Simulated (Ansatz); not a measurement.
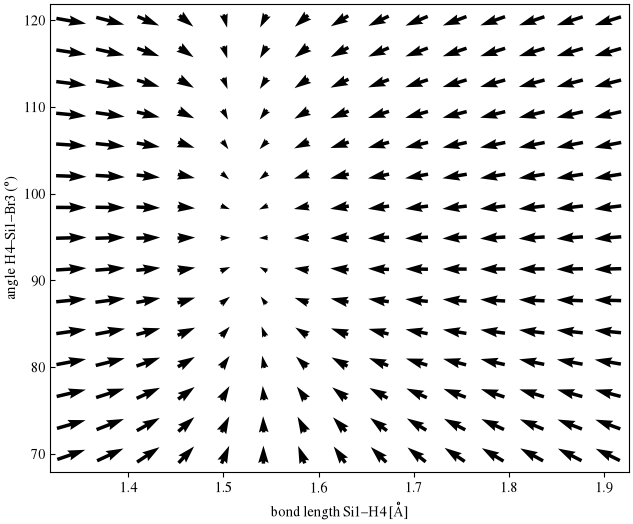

CH2BrSi, SMILES [SiH+]=CBr, charge +1. The first coordinate is: bond length Si1–H4; the second: angle H4–Si1–Br3. Nothing is relaxed (all other coordinates rigid). Grid: 15 × 15 points. Points are written as (first, second). Computed with RKS SPW92 (LDA)/def2-TZVP (Ansatz).

The picture shows arrows along the force (downhill), their lengths compressed.

Question: The arrows alone are given. Where is the energy lowest?

Answer: The arrows converge at about (1.523 Å, 95°) (read from the interpolated surface).

The energy map of the same scan:

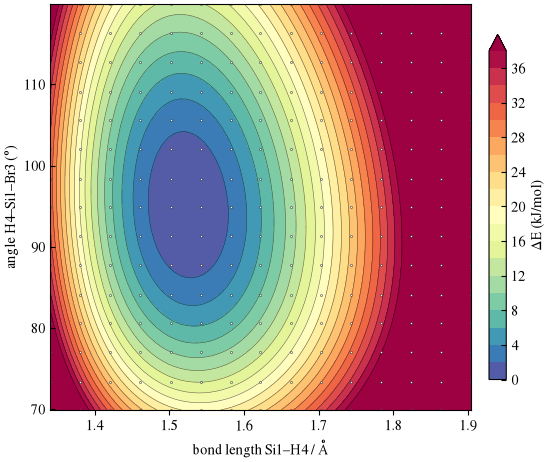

Energies are in kJ/mol, from the relaxed molecule at the same level; between grid points the surface is interpolated.
